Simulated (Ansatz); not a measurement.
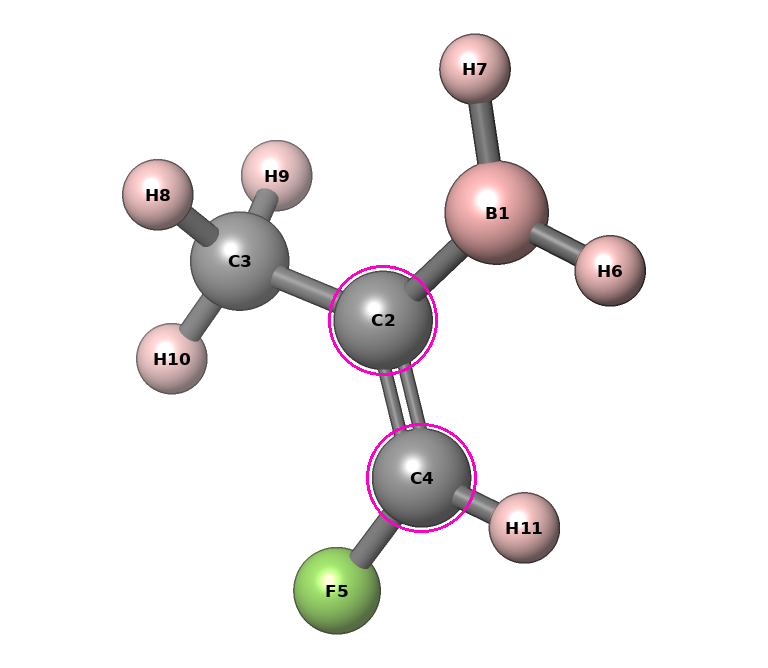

Atoms fade into the background with distance from the viewer. Circles mark the stereogenic atoms. Computed geometry: PBE-D4/def2-SVP optimisation. No frequency run is at hand to confirm it as a minimum.

Q: Give the R/S and E/Z labels.

A: C2=C4: Z.

Q: Write the isomeric SMILES.

A: B/C(C)=C/F
